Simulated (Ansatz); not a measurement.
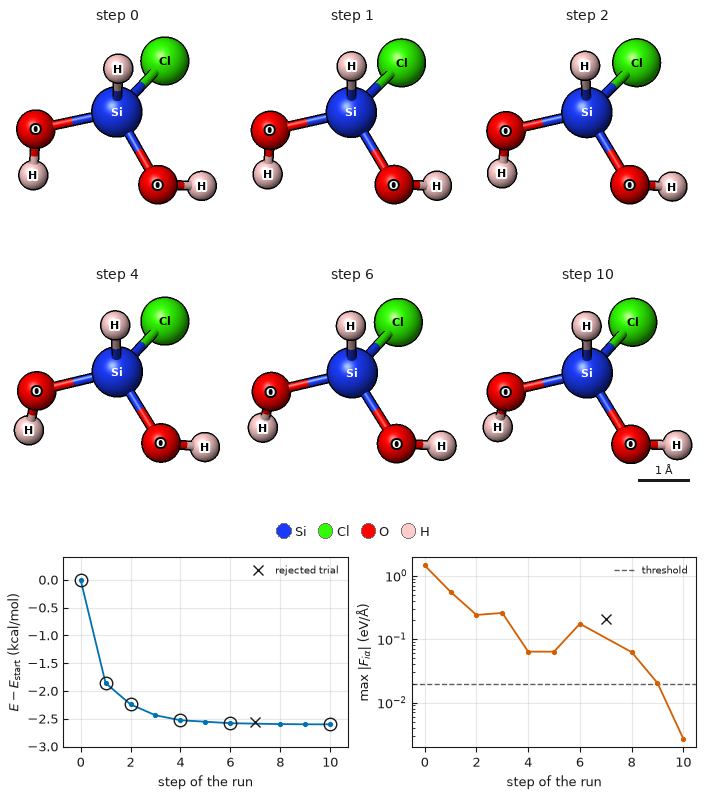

Frames of a relaxation of SiH₃O₂Cl, marked on the history of the run. A ball-and-stick model, seen face on.

The run prepares the start of a later molecular dynamics calculation, from a guessed geometry.

Computed with RKS BLYP/def2-SVP (Ansatz).

The input:
```yaml
crystal:
  periodic: [false, false, false]
  atoms:
    - { symbol: Si, position_ang: [0.0, 0.0, 0.0] }
    - { symbol: Cl, position_ang: [0.0, 0.0, 2.13] }
    - { symbol: O, position_ang: [1.5842, 0.0, -0.5594] }
    - { symbol: H, position_ang: [1.9006, -0.9521, -0.6761] }
    - { symbol: H, position_ang: [-0.6877, 1.1914, -0.4862] }
    - { symbol: O, position_ang: [-0.7913, -1.3709, -0.5594] }
    - { symbol: H, position_ang: [-1.2459, -1.8365, 0.2129] }
basis:
  gaussian: { orbitals: def2-SVP }
hamiltonian:
  xc: blyp
relax:
  f_tol: 0.02
  max_steps: 40
```

Run as
```bash
ansatz run input.yaml --threads 1 --pin off --max-ram 2048MiB --backend cpu --events-out ev --progress --plain --runs-dir out
```

### Describe the path.

The atom that moves furthest after the best rigid fit is H4 (0.21 Å). Largest moves by element: H 0.21 Å, O 0.14 Å, Cl 0.06 Å, Si 0.04 Å. Some distances before and after: O6–H7 1.010 → 0.975 Å, O3–H4 1.010 → 0.976 Å, Si1–Cl2 2.130 → 2.105 Å, Si1–H5 1.459 → 1.482 Å. Bond angles that change, for instance: Si1–O3–H4 109.5° → 116.3°, H5–Si1–O6 109.5° → 114.1°, O3–Si1–H5 109.5° → 105.4°. Groups turn about Si1–O3 by about 20°. After 9 accepted moves (10 points after the start) the energy has fallen by 2.60 kcal/mol. Largest force component: 1.5 eV/Å at the start, 0.0027 eV/Å at the end. The line search rejected the trial step at point 7 of the run. From step 0 to 1: Cl2 moves most (0.06 Å), energy −1.86 kcal/mol. From step 1 to 2: H5 moves most (0.03 Å), energy −0.38 kcal/mol. From step 2 to 4: H4 moves most (0.09 Å), energy −0.29 kcal/mol. From step 4 to 6: H4 moves most (0.08 Å), energy −0.05 kcal/mol. From step 6 to 10: H7 moves most (0.04 Å), energy −0.02 kcal/mol.

```csv
step,"E − E(0), kcal/mol","largest force component, eV/Å",note
0,0.00,1.4554,
1,-1.86,0.5574,
2,-2.24,0.2411,
3,-2.44,0.2593,
4,-2.53,0.0636,
5,-2.55,0.0635,
6,-2.58,0.1749,
7,-2.56,0.2048,rejected
8,-2.60,0.0625,
9,-2.60,0.0204,
10,-2.60,0.0027,
```
